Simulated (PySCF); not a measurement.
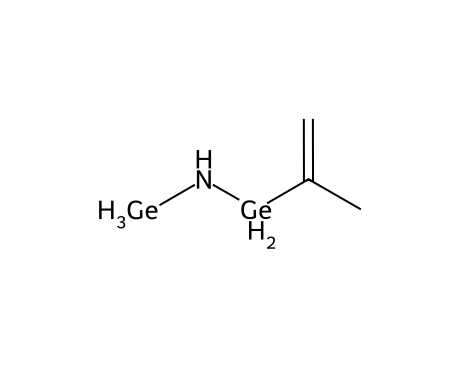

The picture comes from a calculation with PySCF.

A structural formula.

**Give its SMILES.**

C=[C](C)[GeH2][NH][GeH3]

**What is the molecular formula?**

C3H11Ge2N.

**An optimisation with PBE0-D3(BJ)/def2-SVP gave a structure of which point group?**

C1. Other conformers may differ.
